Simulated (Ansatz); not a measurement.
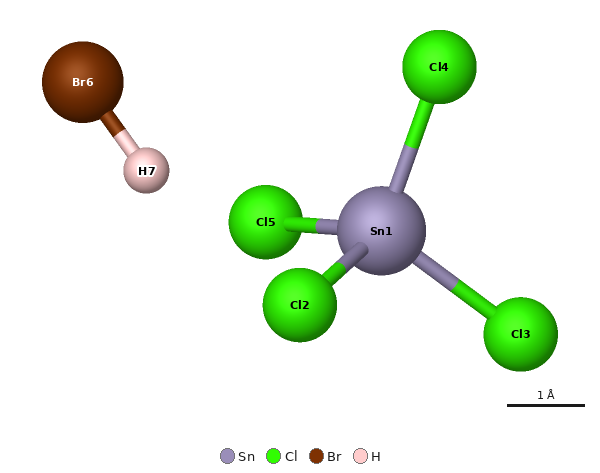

**Figure 1.** The starting structure (ball-and-stick view, seen at a tilt; atoms are numbered from 1 in the order of the input). Sticks mark near contacts.

SnHBrCl4: nudged elastic band

SnHBrCl4, computed with RKS B3LYP/def2-SVP (Ansatz 0.2.0).

The run did not end well. One setting was made poor on purpose. It belongs to a series of runs on one base structure; here: band between the two ends.

The input
```yaml
crystal:
  periodic: [false, false, false]
  atoms:
    - { symbol: Sn, position_ang: [0.399911, 0.0, -0.210834] }
    - { symbol: Cl, position_ang: [0.207756, 0.0, 2.134478] }
    - { symbol: Cl, position_ang: [2.672054, 0.0, -0.757155] }
    - { symbol: Cl, position_ang: [-0.61839, 1.917464, -1.068546] }
    - { symbol: Cl, position_ang: [-0.61839, -1.917464, -1.068546] }
    - { symbol: Br, position_ang: [-3.85321, 0.0, 2.066429] }
    - { symbol: H, position_ang: [-2.469732, 0.0, 2.432774] }
basis:
  gaussian: { orbitals: def2-SVP }
hamiltonian:
  xc: b3lyp
neb:
  order_check: false
  images: 5
  f_tol: 0.05
  max_iterations: 3
  final_atoms:
    - { symbol: Sn, position_ang: [-0.62408508, -9.0e-08, -0.78908272] }
    - { symbol: Cl, position_ang: [-0.10340966, -1.2e-06, 4.18754827] }
    - { symbol: Cl, position_ang: [1.40747995, 2.8e-07, 0.36455607] }
    - { symbol: Cl, position_ang: [-0.76227898, 1.90859294, -2.13397068] }
    - { symbol: Cl, position_ang: [-0.7622782, -1.90859306, -2.13397085] }
    - { symbol: Br, position_ang: [-2.51238308, -5.5e-07, 0.84502232] }
    - { symbol: H, position_ang: [-0.92304595, 1.68e-06, 3.1884976] }
  initial_path:
    images:
      - { positions_ang: [[0.399911, 0.0, -0.210834], [0.207756, 0.0, 2.134478], [2.672054, 0.0, -0.757155], [-0.61839, 1.917464, -1.068546], [-0.61839, -1.917464, -1.068546], [-3.85321, 0.0, 2.066429], [-2.469732, 0.0, 2.432774]] }
      - { positions_ang: [[0.27147234, 0.0, -0.13447447], [0.11624654, 0.0, 2.34866698], [2.55132456, 0.0, -0.7437394], [-0.77771105, 1.93384267, -0.9848208], [-0.77771105, -1.93384267, -0.9848208], [-3.48669963, 0.0, 1.66038402], [-2.17692271, 0.0, 2.36740447]] }
      - { positions_ang: [[0.14303368, 0.0, -0.05811494], [0.02473707, 0.0, 2.56285596], [2.43059512, 0.0, -0.7303238], [-0.9370321, 1.95022133, -0.90109561], [-0.9370321, -1.95022133, -0.90109561], [-3.12018925, 0.0, 1.25433904], [-1.88411343, 0.0, 2.30203495]] }
      - { positions_ang: [[0.01459502, 0.0, 0.0182446], [-0.06677239, 0.0, 2.77704494], [2.30986567, 0.0, -0.71690819], [-1.09635314, 1.9666, -0.81737041], [-1.09635314, -1.9666, -0.81737041], [-2.75367888, 0.0, 0.84829405], [-1.59130414, 0.0, 2.23666542]] }
      - { positions_ang: [[-0.19829835, -3.0e-08, -0.25086451], [-0.07898481, -4.0e-07, 3.24721272], [2.00907043, 9.0e-08, -0.35642011], [-0.98499509, 1.94726431, -1.25623717], [-0.98499483, -1.94726435, -1.25623722], [-2.67324694, -1.8e-07, 0.84720348], [-1.36855141, 5.6e-07, 2.55394282]] }
      - { positions_ang: [[-0.41119171, -6.0e-08, -0.51997361], [-0.09119723, -8.0e-07, 3.71738049], [1.70827519, 1.8e-07, 0.00406798], [-0.87363704, 1.92792863, -1.69510393], [-0.87363652, -1.92792871, -1.69510404], [-2.59281501, -3.7e-07, 0.8461129], [-1.14579868, 1.12e-06, 2.87122021]] }
      - { positions_ang: [[-0.62408508, -9.0e-08, -0.78908272], [-0.10340966, -1.2e-06, 4.18754827], [1.40747995, 2.8e-07, 0.36455607], [-0.76227898, 1.90859294, -2.13397068], [-0.7622782, -1.90859306, -2.13397085], [-2.51238308, -5.5e-07, 0.84502232], [-0.92304595, 1.68e-06, 3.1884976]] }
```

Launch command:
```bash
ansatz run input.yaml --threads 4 --pin off --max-ram 5120MiB --backend cpu --events-out ev --progress --plain --runs-dir out
```

Log
```
Engine: ansatz 0.2.0, aarch64-unknown-linux-gnu
Functional definition: B3LYP
  parameter a0 = 0.2
  parameter ax = 0.72
  parameter ac = 0.81
  exchange = (1 - a0 - ax)*slater_x + ax*b88_x + a0*exact_x
  correlation = (1 - ac)*vwn_rpa_c + ac*lyp_c
1426 factors; integrals over basis functions are off by at most 2.9e-4 eV
mean field evaluation 1: about -125967.4578 eV, gradient 2.5e1 eV
mean field evaluation 2: about -125965.3988 eV, gradient 3.8e1 eV
mean field evaluation 4: about -125969.2651 eV, gradient 6.6e-1 eV
mean field evaluation 8: about -125969.3045 eV, gradient 5.1e-2 eV
mean field evaluation 16: about -125969.3045 eV, gradient 8.4e-5 eV
mean field -125969.30447262 eV, -4629.2865543074 hartree, gradient 8.4e-5 eV, S^2 0.000000; 0 other end points of the search recorded, 0 dependent functions left out
the calculation of the forces begins
reference -125969.30477942 eV, -4629.2865655824 hartree; 63, 63 occupied and 72, 72 virtual orbitals, 1426 factors
1431 factors; integrals over basis functions are off by at most 6.9e-4 eV
mean field evaluation 32: about -125969.3657 eV, gradient 4.1e-5 eV
mean field -125969.36565595 eV, -4629.2888027532 hartree, gradient 4.1e-5 eV, S^2 0.000000; 0 other end points of the search recorded, 0 dependent functions left out
[... from here on the field's lines of each further geometry are left out, up to the last ...]
NEB iter   1: max|band force component| = 3.621e0 eV/Å  barrier→ = 2.0538 eV  barrier← = 2.1150 eV  Δτ_max = 0.2000 Å  (207 SCF iters)
NEB iter   2: max|band force component| = 2.415e0 eV/Å  barrier→ = 1.6713 eV  barrier← = 1.7325 eV  Δτ_max = 0.2000 Å  (155 SCF iters)
the calculation of the forces begins
reference -125968.78373714 eV, -4629.2674176314 hartree; 63, 63 occupied and 72, 72 virtual orbitals, 1430 factors
these checks for a lower state are left out or cut short: starts, cluster_reference, orbital_swaps, neighbouring_geometries, increment
1433 factors; integrals over basis functions are off by at most 7.1e-4 eV
mean field evaluation 192: about -125969.1846 eV, gradient 7.9e-2 eV
mean field -125969.21887668 eV, -4629.2834087147 hartree, gradient 1.5e-5 eV, S^2 0.000000; 0 other end points of the search recorded, 0 dependent functions left out
the calculation of the forces begins
reference -125969.21916673 eV, -4629.2834193737 hartree; 63, 63 occupied and 72, 72 virtual orbitals, 1433 factors
NEB iter   3: max|band force component| = 9.403e-1 eV/Å  barrier→ = 1.0502 eV  barrier← = 1.1114 eV  Δτ_max = 0.2000 Å  (154 SCF iters)
```

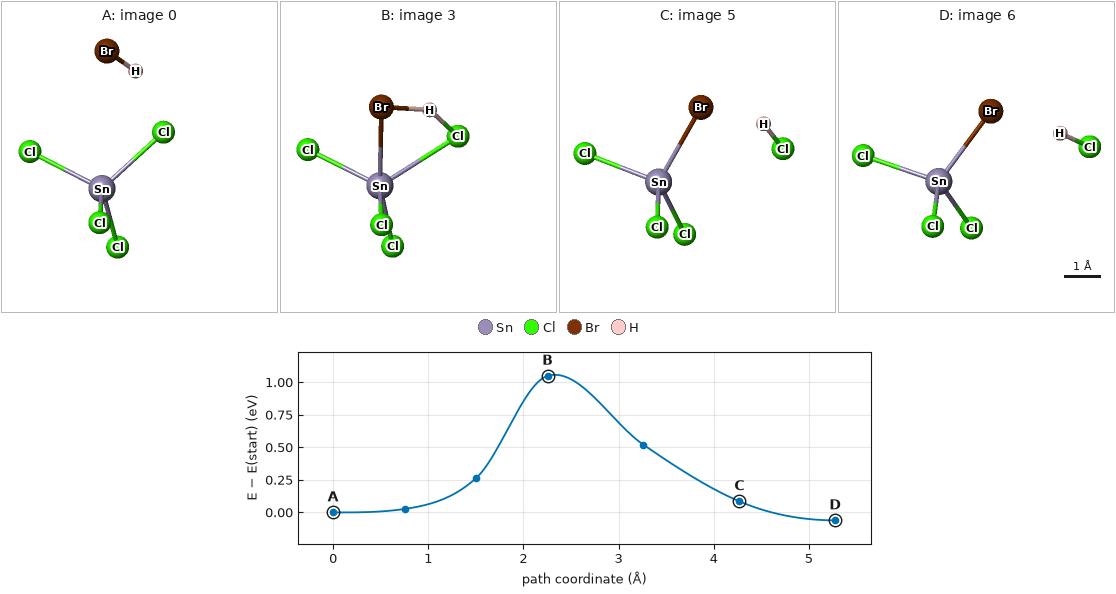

**Figure 2.** Images of the last band (counted from 0; ball-and-stick, seen at a tilt) above the energy along the path; the line is a cubic interpolation that uses the forces. The highest image is number 3, 1.050 eV above the start and 1.111 eV above the end; the end lies 0.061 eV below the start. The path is 5.28 Å long. The band had not converged after 3 iterations.

```
Unfinished report: {"positions_ang":[[-0.19168494603290206,-4.391824116805228e-8,-0.018909607961967022],[0.039134070192107934,-3.4928300405040244e-7,2.643800109520687],[2.1171474881972645,3.919515216291262e-9,-0.4651310996825066],[-0.9828333314915696,2.025948396629595,-0.9504889734145627],[-0.9828330093066765,-2.0259485341725934,-0.9504891423830102],[-2.761258878128788,-2.1253469749430925e-8,1.0281869719852916],[-1.5176723934294358,5.480781981184847e-7,2.2416317419360676]],"unchecked":["starts","cluster_reference","orbital_swaps","neighbouring_geometries","increment"],"mean_field":{"relativity":"none","state":{"energy":{"ev":-125968.25454435126,"hartree":-4629.24797015528},"converged":true,"gradient_ev":0.000013094348927352473,"stability":{"kind":"minimum","curvature_ev":16.751794425705473},"curvature_floor_ev":0.00030000000000000003,"spin_squared":-4.263256414560601e-14},"others":[],"fillings":{"estimated":0,"unestimated":0,"tried":0,"untried":0,"excluded_magnetic_sites":0},"n_dropped_functions":0,"n_trapped_functions":0,"passes":{"evaluations":5,"products":27},"factors":{"origin":"Cholesky decomposition","count":1434,"bound_ev":0.0007280192678116654},"gradient_stop_ev":0.00009,"reference_kind":"stationary","functional":{"name":"B3LYP","citations":["Stephens, Devlin, Chabalowski & Frisch, J. Phys. Chem. 98, 11623 (1994) doi:10.1021/j100096a001","Becke, Phys. Rev. A 38, 3098 (1988) doi:10.1103/PhysRevA.38.3098","Lee, Yang & Parr, Phys. Rev. B 37, 785 (1988) doi:10.1103/PhysRevB.37.785","Vosko, Wilk & Nusair, Can. J. Phys. 58, 1200 (1980) doi:10.1139/p80-159"],"text":"name \"B3LYP\"\ncite \"Stephens, Devlin, Chabalowski & Frisch, J. Phys. Chem. 98, 11623 (1994) doi:10.1021/j100096a001\"\ncite \"Becke, Phys. Rev. A 38, 3098 (1988) doi:10.1103/PhysRevA.38.3098\"\ncite \"Lee, Yang & Parr, Phys. Rev. B 37, 785 (1988) doi:10.1103/PhysRevB.37.785\"\ncite \"Vosko, Wilk & Nusair, Can. J. Phys. 58, 1200 (1980) doi:10.1139/p80-159\"\nparameter a0 = 0.2\nparameter ax = 0.72\nparameter ac = 0.81\nexchange = (1 - a0 - ax)*slater_x + ax*b88_x + a0*exact_x\ncorrelation = (1 - ac)*vwn_rpa_c + ac*lyp_c\n","parameters":{"a0":{"value":0.2,"default":0.2},"ac":{"value":0.81,"default":0.81},"ax":{"value":0.72,"default":0.72}},"final_grid":{"core_spheres":13.0,"valence_spheres":11.0,"degree":36.0},"final_grid_parameter_source":"default","radial_points_factor":1.0,"radial_grid_error_ev":6.729326096032238e-7,"grid_sensitivity":"normal","grid_sensitivity_ratio":0.0013437628806248659},"unsmoothed_excess_ev":-0.00027587502135213504,"symmetry":{"irreps":["A'","A''"],"axes":[[0.9999709759680859,1.2743582307704343e-9,-0.007618872714099481],[0.007618872714099477,3.48220386690882e-9,0.9999709759680859],[1.3008517117829976e-9,-1.0,3.472393626160251e-9]],"occupied":[{"A'":42,"A''":21},{"A'":42,"A''":21}]},"held":{"pivots":1426,"left_out":0,"joined":8},"density_repulsion":{"missed_ev":0.000016740219653516136,"excess_ev":1.3022431955703743e-8,"most_excess_ev":0.0003402,"are_drawn_again":false,"n_first_factors":1434,"energy_change_ev":0.0,"n_dropped_ends":0}},"factors":{"origin":"Cholesky decomposition","count":1434,"bound_ev":0.0007280192678116654},"n_frozen":0,"n_occupied":[63,63],"n_virtual":[72,72],"reference":{"ev":-125968.25454435126,"hartree":-4629.24797015528},"total":{"ev":-125968.25454435126,"hartree":-4629.24797015528},"forces_ev_per_angstrom":[[-0.4500936088783589,-1.2622281271194633e-9,0.07478913626790554],[-0.1610743969869741,-2.6932593916677887e-9,-0.696248690486342],[-0.03186127532545455,3.917190381712308e-11,0.10170970048039192],[0.5040905662065742,0.056042624146074846,-0.1703944700822287],[0.5040905673079673,-0.056042622816607,-0.17039446908888858],[-0.09739682387365932,3.507938532933313e-9,1.0162602257056634],[-0.2677550284388364,-9.64677750594418e-10,-0.15572143277399633]],"charge_distribution":{"dipole_moment_e_ang":[0.006253245436050549,7.892528939548085e-10,0.22495646999050808],"mulliken_charges_e":[0.8320235266570108,-0.20561449099654183,-0.20590140343029972,-0.2100830501894464,-0.2100830501894393,-0.2246355567123146,0.22429402486104277],"lowdin_charges_e":[-0.42985495750967573,0.0921770475847552,0.09835290977202149,0.08375832969328911,0.08375832969329977,0.05062547173899645,0.02118286902729649]},"n_threads":4,"memory_gib":4.261363637633622,"seconds":{"hamiltonian":6.09515718,"orbitals":0.0,"second_order":0.0,"solver_start":0.0,"cycles":0.0,"cycle":0.0,"perturbative":0.0,"full_ci_increment":0.0,"forces":0.0}}
this run last wrote the band of iteration 3 to [file]
Error: NEB band did not converge after 3 iterations: max|band force component| = 9.40e-1 eV/Å (threshold 5.0e-2); raise `neb.max_iterations` in a new run, which can start from the last band evaluated (`neb.initial_path`, with `crystal.atoms` and `neb.final_atoms` set to its first and last images), add images, or start from endpoints closer to local minima. Where this run's directory can be resumed (`checkpoint.write`), a resume goes on for up to `neb.max_iterations` more; to start a new run from the last band, take its images' positions from the `neb_iteration` event of iteration 3 (`data.images[].positions_ang`), in the event stream of the run that computed that iteration (not this run's, if it was resumed behind it). With `checkpoint.write`, `steps/00-neb/state/checkpoint.json` in the run directory holds the last saved band, under `neb.evaluated.images[].positions_ang` (a band under a hybrid functional on support functions is neither saved nor resumed: `neb.initial_path` says where its path is): check the last entry of `neb.iterations` there, which is earlier than 3 if that iteration was not saved or its write failed. If the band's step has no `state` directory and holds `state.next`, a write was cut short, and the file is under `state.next` instead (behind a loss of power it can be under `state.prev`)
this run wrote the band of iteration 3 to [file] as well, whether or not its events were kept: a new run's `neb.initial_path` can list its `images[].positions_ang`
a run's events are kept only if it was started with --events-out <file>, and are in that file
```

The last band as extended XYZ (Å, eV, eV/Å)
```
7
Properties=species:S:1:pos:R:3:forces:R:3 image=0 energy=-125969.30447
Sn    0.3999    0.0000   -0.2108   -0.0002   0.0000  -0.0018
Cl    0.2078    0.0000    2.1345   -0.0006   0.0000   0.0017
Cl    2.6721    0.0000   -0.7572    0.0005   0.0000  -0.0001
Cl   -0.6184    1.9175   -1.0685    0.0002   0.0006  -0.0001
Cl   -0.6184   -1.9175   -1.0685    0.0002  -0.0006  -0.0001
Br   -3.8532    0.0000    2.0664   -0.0003   0.0000   0.0005
H    -2.4697    0.0000    2.4328    0.0001   0.0000  -0.0001
7
Properties=species:S:1:pos:R:3:forces:R:3 image=1 energy=-125969.27752
Sn    0.2583    0.0000   -0.0980    0.0552   0.0000   0.1221
Cl    0.2621    0.0000    2.2730   -0.0030   0.0000  -0.1680
Cl    2.5060    0.0000   -0.7365    0.0259   0.0000  -0.0371
Cl   -0.7790    1.9256   -0.9130    0.0135  -0.0134   0.0190
Cl   -0.7790   -1.9256   -0.9130    0.0135   0.0134   0.0190
Br   -3.5155    0.0000    1.6267    0.1604   0.0000   0.1307
H    -2.2328    0.0000    2.2894   -0.2656   0.0000  -0.0857
7
Properties=species:S:1:pos:R:3:forces:R:3 image=2 energy=-125969.03905
Sn    0.0249    0.0000   -0.0006    0.0569   0.0000   0.0923
Cl    0.1930    0.0000    2.4041    0.1609   0.0000  -0.2932
Cl    2.2809    0.0000   -0.5853    0.2164   0.0000  -0.1003
Cl   -0.8791    1.9703   -0.8886    0.0745  -0.0639   0.0450
Cl   -0.8791   -1.9703   -0.8886    0.0745   0.0639   0.0450
Br   -3.1092    0.0000    1.3095    0.2216   0.0000   0.4751
H    -1.9114    0.0000    2.1781   -0.8048   0.0000  -0.2638
7
Properties=species:S:1:pos:R:3:forces:R:3 image=3 energy=-125968.25427
Sn   -0.1917    0.0000   -0.0189   -0.4501   0.0000   0.0748
Cl    0.0391    0.0000    2.6438   -0.1611   0.0000  -0.6962
Cl    2.1171    0.0000   -0.4651   -0.0319   0.0000   0.1017
Cl   -0.9828    2.0259   -0.9505    0.5041   0.0560  -0.1704
Cl   -0.9828   -2.0259   -0.9505    0.5041  -0.0560  -0.1704
Br   -2.7613    0.0000    1.0282   -0.0974   0.0000   1.0163
H    -1.5177    0.0000    2.2416   -0.2678   0.0000  -0.1557
7
Properties=species:S:1:pos:R:3:forces:R:3 image=4 energy=-125968.78346
Sn   -0.4867    0.0000   -0.2436   -0.2811   0.0000  -0.0646
Cl    0.0267    0.0000    2.9410   -0.5077   0.0000  -0.1030
Cl    1.8607    0.0000   -0.0748   -0.0510   0.0000   0.1518
Cl   -0.8286    2.0336   -1.3733   -0.0219  -0.0530  -0.0891
Cl   -0.8286   -2.0336   -1.3733   -0.0219   0.0530  -0.0891
Br   -2.7494    0.0000    1.0672    0.1530   0.0000  -0.3252
H    -1.2741    0.0000    2.5853    0.7306   0.0000   0.5193
7
Properties=species:S:1:pos:R:3:forces:R:3 image=5 energy=-125969.21888
Sn   -0.5706    0.0000   -0.5401    0.0931   0.0000  -0.0722
Cl    0.0196    0.0000    3.5180   -0.2511   0.0000  -0.0299
Cl    1.6565    0.0000    0.2225   -0.3247   0.0000   0.0384
Cl   -0.8125    1.9840   -1.7658    0.0201  -0.0787  -0.0923
Cl   -0.8125   -1.9840   -1.7658    0.0201   0.0787  -0.0923
Br   -2.6147    0.0000    0.9334    0.1329   0.0000   0.0116
H    -1.1458    0.0000    2.9263    0.3095   0.0000   0.2366
7
Properties=species:S:1:pos:R:3:forces:R:3 image=6 energy=-125969.36566
Sn   -0.6241    0.0000   -0.7891   -0.0164   0.0000   0.0023
Cl   -0.1034    0.0000    4.1875    0.0019   0.0000   0.0044
Cl    1.4075    0.0000    0.3646    0.0080   0.0000   0.0073
Cl   -0.7623    1.9086   -2.1340    0.0007   0.0053  -0.0044
Cl   -0.7623   -1.9086   -2.1340    0.0007  -0.0053  -0.0044
Br   -2.5124    0.0000    0.8450    0.0051   0.0000  -0.0032
H    -0.9230    0.0000    3.1885    0.0000   0.0000  -0.0021
```

What the run reported

| quantity | value |
| --- | --- |
| outcome | not converged |
| barrier, forward (band not converged) | 1.050 eV |
| barrier, backward | 1.111 eV |
| hardware | 4 threads of Arm Neoverse N1, 24 GiB of memory available, shared host |
| wall time | 97 s (CPU time 6.1 min) |
| peak memory | 0.46 GiB |

Diagnosis

The run did not converge: “NEB band did not converge after 3 iterations: max|band force component| = 9.40e-1 eV/Å (threshold 5.0e-2); raise `neb.max_iterations` in a new run, which can start from the last band evaluated (`neb.initial_path`, with `crystal.atoms` and `neb.final_atoms` set to its first and last images), add images, or start from endpoints closer to local minima …” Its last values are not results. A deliberately poor setting: few iterations.
